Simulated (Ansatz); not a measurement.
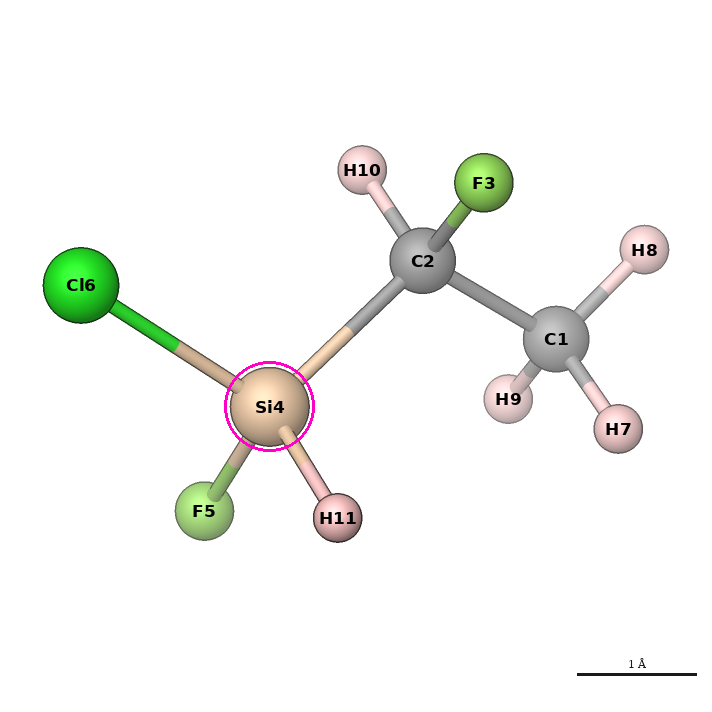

Orthographic view. Depth is shown by fading: the farther an atom, the more it takes the colour of the background. Computed geometry: PBE-D4/def2-SVP optimisation. No frequency run is at hand to confirm it as a minimum.

**Which atoms are bonded to the circled atom?**

The circled atom is Si4; it is bonded to C2, F5, Cl6, H11.

**Which atom is farthest from the viewer?**

H9, 1.7 Å behind the mean position.

**Of C2 and F3, which is nearer the viewer?**

F3; the bond to C2 points away from the viewer, so it looks shorter than its 1.41 Å.

**Which two atoms are farthest apart in space?**

Cl6 and H8, 5.42 Å.
